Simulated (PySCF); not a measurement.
# CH₄FSi: single-point calculation

- system: CH₄FSi, multiplicity 2
- method: SVWN5/6-311+G**, UKS (PySCF 2.14.0)

The geometry comes from this level: PBE0-D4/def2-TZVP.

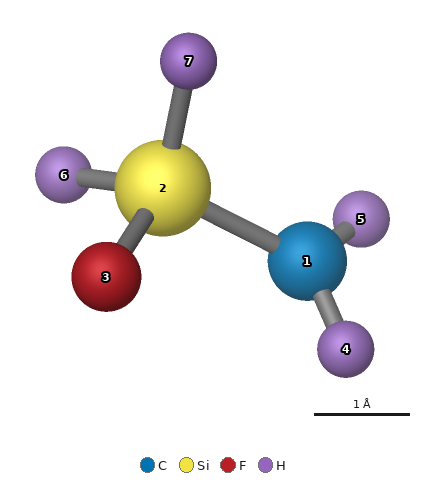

Fig. 1: The structure (ball-and-stick view, seen at a tilt; atoms are numbered from 1 in the order of the input). Bond lengths as drawn: C–H 1.09 Å, C–Si 1.83 Å, F–Si 1.60 Å and H–Si 1.49 Å.

### The input (calc.py)
```python
# [CH2][SiH2]F
from pyscf import gto, dft

mol = gto.M(
    atom='geometry.xyz',
    spin=1,
    charge=0,
    max_memory=1860,
    verbose=4,
    basis='6-311+g**',
)

mf = dft.UKS(mol)
mf.xc = 'svwn'
mf.grids.level = 5
mf.conv_tol = 1e-10
mf.kernel()
if not mf.converged:
    mf = mf.newton().run(mf.mo_coeff, mf.mo_occ)

e_tot = mf.e_tot
print('Final energy', e_tot)
```

### File geometry.xyz
```
7

C     -0.871900     0.281100    -0.615800
Si     0.588600    -0.157300     0.392500
F      0.652600    -1.749500     0.550500
H     -1.536000    -0.466000    -1.038500
H     -1.136000     1.310700    -0.837900
H      0.509900     0.430600     1.755300
H      1.854000     0.282500    -0.251700
```

Run as:
```bash
OMP_NUM_THREADS=1 python calc.py
```

### Log
```
PySCF version 2.14.0

[INPUT] num. atoms = 7
[INPUT] num. electrons = 33
[INPUT] charge = 0
[INPUT] spin (= nelec alpha-beta = 2S) = 1
[INPUT] symmetry False subgroup None
[INPUT] Mole.unit = angstrom
[INPUT] Symbol           X                Y                Z      unit          X                Y                Z       unit  Magmom
[INPUT]  1 C     -0.871900000000   0.281100000000  -0.615800000000 AA   -1.647652208008   0.531202013615  -1.163693347507 Bohr   0.0
[INPUT]  2 Si     0.588600000000  -0.157300000000   0.392500000000 AA    1.112292796919  -0.297253919394   0.741717503892 Bohr   0.0
[INPUT]  3 F      0.652600000000  -1.749500000000   0.550500000000 AA    1.233235268891  -3.306075854927   1.040294231573 Bohr   0.0
[INPUT]  4 H     -1.536000000000  -0.466000000000  -1.038500000000 AA   -2.902619327332  -0.880612374047  -1.962480580361 Bohr   0.0
[INPUT]  5 H     -1.136000000000   1.310700000000  -0.837900000000 AA   -2.146728877506   2.476864031467  -1.583401519773 Bohr   0.0
[INPUT]  6 H      0.509900000000   0.430600000000   1.755300000000 AA    0.963571350916   0.813716069238   3.317036266449 Bohr   0.0
[INPUT]  7 H      1.854000000000   0.282500000000  -0.251700000000 AA    3.503552234944   0.533847630190  -0.475644065553 Bohr   0.0

nuclear repulsion = 107.849747937796
number of shells = 50
number of NR pGTOs = 151
number of NR cGTOs = 98
basis = 6-311+g**
ecp = {}

******** <class 'pyscf.dft.uks.UKS'> ********
method = UKS
initial guess = minao
damping factor = 0
level_shift factor = 0
DIIS = <class 'pyscf.scf.diis.CDIIS'>
diis_start_cycle = 1
diis_space = 8
diis_damp = 0
SCF conv_tol = 1e-10
SCF conv_tol_grad = None
SCF max_cycles = 50
direct_scf = True
direct_scf_tol = 1e-13
number electrons alpha = 17  beta = 16
XC library pyscf.dft.libxc version 7.0.0
    S. Lehtola, C. Steigemann, M. J.T. Oliveira, and M. A.L. Marques.,  SoftwareX 7, 1–5 (2018)
XC functionals = svwn
    P. A. M. Dirac.,  Math. Proc. Cambridge Philos. Soc. 26, 376 (1930)
    F. Bloch.,  Z. Phys. 57, 545 (1929)
    S. H. Vosko, L. Wilk, and M. Nusair.,  Can. J. Phys. 58, 1200 (1980)
radial grids:
    Treutler-Ahlrichs [JCP 102, 346 (1995); DOI:10.1063/1.469408] (M4) radial grids

becke partition: Becke, JCP 88, 2547 (1988); DOI:10.1063/1.454033
pruning grids: <function nwchem_prune>
grids dens level: 5
symmetrized grids: False
atomic radii adjust function: <function treutler_atomic_radii_adjust>
small_rho_cutoff = 0
Set gradient conv threshold to 1e-05
tot grids = 224568
init E= -427.673058355943
  alpha nocc = 17  HOMO = -0.235367331516485  LUMO = -0.0607013959586132
  beta  nocc = 16  HOMO = -0.347831042536967  LUMO = -0.235367331516485

WARN: HOMO -0.235367331516485 >= LUMO -0.235367331516485

cycle= 1 E= -427.633831270323  delta_E= 0.0392  |g|= 0.44  |ddm|=  1.4
  alpha nocc = 17  HOMO = -0.15538347955001  LUMO = -0.0214321708724093
  beta  nocc = 16  HOMO = -0.21549089765544  LUMO = -0.109435382595379
  HOMO = -0.15538347955  LUMO = -0.109435382595  gap/eV = 1.25031
cycle= 2 E= -427.415571919662  delta_E= 0.218  |g|= 0.928  |ddm|= 0.788
  alpha nocc = 17  HOMO = -0.201030999936719  LUMO = -0.0338827582736014
  beta  nocc = 16  HOMO = -0.297822751109662  LUMO = -0.150813801731516
  HOMO = -0.201030999937  LUMO = -0.150813801732  gap/eV = 1.36648
cycle= 3 E= -427.695322616324  delta_E= -0.28  |g|=  0.1  |ddm|= 0.576
  alpha nocc = 17  HOMO = -0.223909974073308  LUMO = -0.0365168354963054
  beta  nocc = 16  HOMO = -0.302793842737926  LUMO = -0.171052836433162
  HOMO = -0.223909974073  LUMO = -0.171052836433  gap/eV = 1.43832
cycle= 4 E= -427.698066508349  delta_E= -0.00274  |g|= 0.0507  |ddm|= 0.0954
  alpha nocc = 17  HOMO = -0.214890005382642  LUMO = -0.0369998374528095
  beta  nocc = 16  HOMO = -0.305785920276734  LUMO = -0.16091682157726
  HOMO = -0.214890005383  LUMO = -0.160916821577  gap/eV = 1.46869
cycle= 5 E= -427.699329287066  delta_E= -0.00126  |g|= 0.00843  |ddm|= 0.0461
  alpha nocc = 17  HOMO = -0.216337001609844  LUMO = -0.0365876838979378
  beta  nocc = 16  HOMO = -0.30452048262544  LUMO = -0.161730822136136
  HOMO = -0.21633700161  LUMO = -0.161730822136  gap/eV = 1.48591
cycle= 6 E= -427.699372080124  delta_E= -4.28e-05  |g|= 0.00133  |ddm|= 0.0116
  alpha nocc = 17  HOMO = -0.21616328344777  LUMO = -0.0365658200119817
  beta  nocc = 16  HOMO = -0.304573208824643  LUMO = -0.16135122551664
  HOMO = -0.216163283448  LUMO = -0.161351225517  gap/eV = 1.49151
cycle= 7 E= -427.699373155155  delta_E= -1.08e-06  |g|= 0.000369  |ddm|= 0.0019
  alpha nocc = 17  HOMO = -0.216212119066341  LUMO = -0.0366147130658433
  beta  nocc = 16  HOMO = -0.304631105792162  LUMO = -0.161347512841516
  HOMO = -0.216212119066  LUMO = -0.161347512842  gap/eV = 1.49294
cycle= 8 E= -427.699373248127  delta_E= -9.3e-08  |g|= 0.000144  |ddm|= 0.000587
  alpha nocc = 17  HOMO = -0.216219706237268  LUMO = -0.0365945116906588
  beta  nocc = 16  HOMO = -0.304599014645569  LUMO = -0.16134768653086
  HOMO = -0.216219706237  LUMO = -0.161347686531  gap/eV = 1.49314
cycle= 9 E= -427.69937325919  delta_E= -1.11e-08  |g|= 4.13e-05  |ddm|= 0.000211
  alpha nocc = 17  HOMO = -0.216222062474998  LUMO = -0.0365992686852799
  beta  nocc = 16  HOMO = -0.304605523926659  LUMO = -0.161349959670119
  HOMO = -0.216222062475  LUMO = -0.16134995967  gap/eV = 1.49315
cycle= 10 E= -427.699373260059  delta_E= -8.69e-10  |g|= 6.4e-06  |ddm|= 4.83e-05
  alpha nocc = 17  HOMO = -0.216220235174362  LUMO = -0.0365980404488429
  beta  nocc = 16  HOMO = -0.304604395431092  LUMO = -0.161348343679137
  HOMO = -0.216220235174  LUMO = -0.161348343679  gap/eV = 1.49314
cycle= 11 E= -427.699373260081  delta_E= -2.21e-11  |g|= 2.8e-06  |ddm|= 1.05e-05
  alpha nocc = 17  HOMO = -0.216221217494351  LUMO = -0.0365986649691345
  beta  nocc = 16  HOMO = -0.30460494994644  LUMO = -0.161349320199051
  HOMO = -0.216221217494  LUMO = -0.161349320199  gap/eV = 1.49314
```

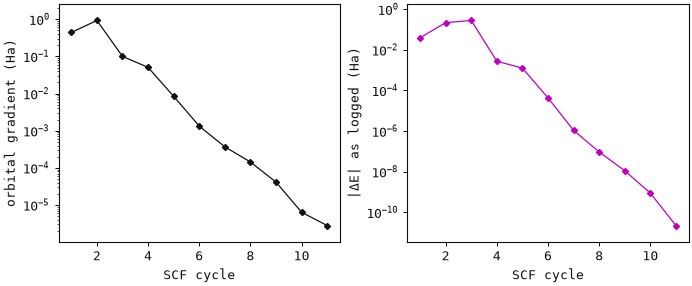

Fig. 2: Convergence of the self-consistent field: orbital gradient and size of the energy change against the SCF cycle. The residual comes down, with one marked jump up, by a factor of about 2, at step 2.

```
Extra cycle  E= -427.699373260072  delta_E= 8.64e-12  |g|= 4.64e-06  |ddm|= 6.13e-06
converged SCF energy = -427.699373260072  <S^2> = 0.75218681  2S+1 = 2.0021856
Final energy -427.69937326007243
```

### Summary

| quantity | value |
| --- | --- |
| outcome | converged |
| total energy | −427.699373 hartree |
| basis functions | 98 |
| ⟨S²⟩ | 0.752 |
| dipole moment | 1.82 D |
| hardware | 1 thread of Arm Neoverse V2, 112 GiB of memory available, shared host |
| wall time | 19 s |
| peak memory | 0.33 GiB |

### Notes

Further notes kept with the run: logged alpha LUMO and gap are faulty.
